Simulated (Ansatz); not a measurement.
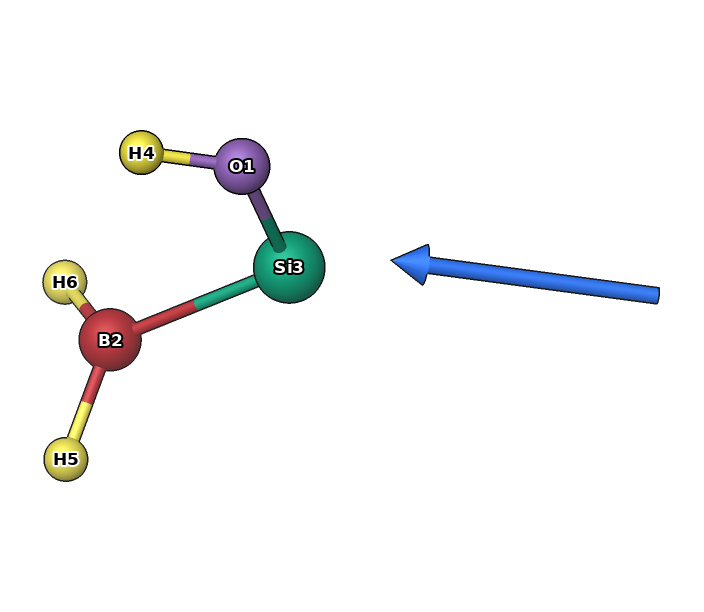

The arrow beside the molecule shows the direction of the dipole moment, from the negative to the positive end (its length means nothing). The computed structure is the end point of a PBE0-D4/def2-TZVP optimisation. No frequency run is at hand to confirm it as a minimum. Properties computed with RKS PBE0-D4/def2-TZVP (Ansatz 0.2.0).

> How large is the dipole moment?

1.95 D; it points from the side of Si3 to the side of H4, H5, H6 (the outermost atoms at the two ends).
